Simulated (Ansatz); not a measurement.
**WC: alloy series**

Base system: WC (space group P-6m2, No. 187).

Space group P-6m2 (No. 187); a = b = 2.898 Å, c = 2.828 Å, α = β = 90.00°, γ = 120.00°

```csv
atom,site,symmetry,x,y,z
W,1a,-6m2,0.0000,0.0000,0.0000
C,1f,-6m2,0.6667,0.3333,0.5000
```

The other end (x = 1) is WGe (space group P-6m2, No. 187; a hypothetical phase, not in the database extracts checked): 15.61 Å³/atom, gap zero; this end may not be an ambient phase.

Ge replaces a fraction x of C; each row is one arrangement (x, atoms in the cell, starting space group or random), fully relaxed.

The values are results of Ansatz (a quantum-chemistry and plane-wave program), PBEsol, PAW, cutoff 420 eV, scalar-relativistic without spin-orbit coupling, not measurements.

Notes on the quantities. mixing energy: to 0.01 eV only: unlike meshes or grids; against an end that may be hypothetical.

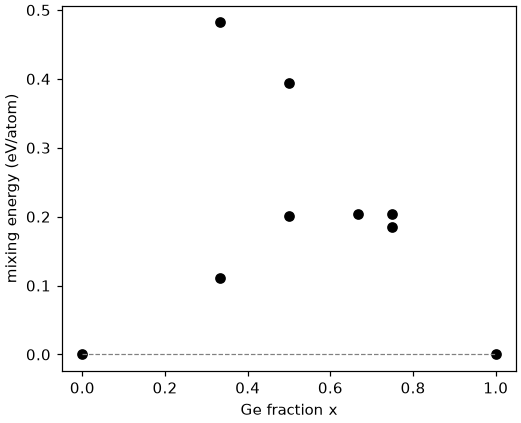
Fig. 1. Mixing energy against Ge fraction x; the dashed line joins the ends

Q: From the plot, what is the mixing energy for x(Ge) = 0.667, 6 atoms, P-62m?

A: About 0.20 eV/atom.

These are small ordered cells, not random alloys; other orderings at the same x differ. Stability against distortions was not tested. All final runs are without spin polarisation.
